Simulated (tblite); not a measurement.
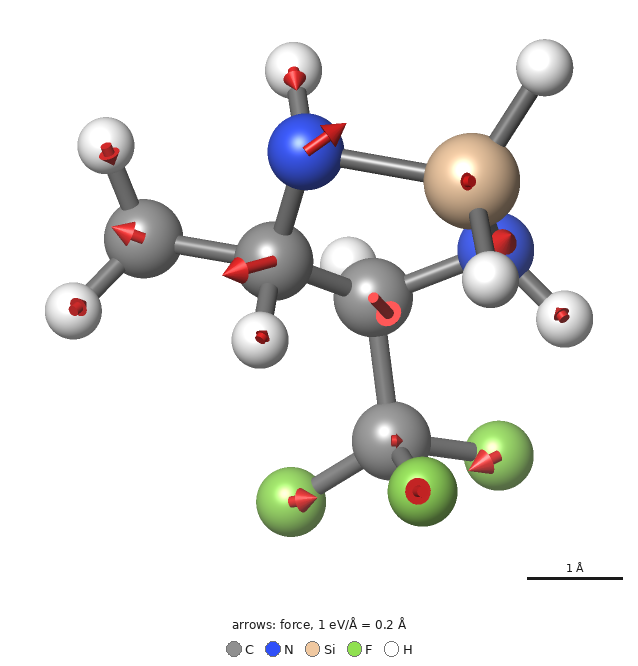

Starting geometry of C4H9F3N2Si with the computed forces as red arrows. A ball-and-stick model, seen at a tilt.

All numbers below come from tblite 0.8.0, GFN2-xTB geometry optimisation, gas phase. 

What follows when this structure is relaxed?

Answer. It isn't relaxed: the largest force vector, on a C atom, is 3.50 eV/Å. The final displacements have little in common with the starting forces (cosine between the two patterns 0.25). Over 108 geometry steps the energy falls by 121.5 kJ/mol. The largest move after the best rigid fit is that of an H atom, 1.46 Å. By element the largest moves are H 1.46 Å, F 0.52 Å, N 0.48 Å, Si 0.29 Å, C 0.23 Å. Some distances before and after: C–C 1.452 → 1.542 Å, N–Si 1.796 → 1.716 Å, C–F 1.400 → 1.344 Å, H–N 1.058 → 1.005 Å. Bond angles that change, for instance: Si–N–H 109.3° → 125.5°, Si–N–H 110.4° → 124.7°, C–N–Si 100.1° → 114.2°. Groups turn about C–C by about 55°.
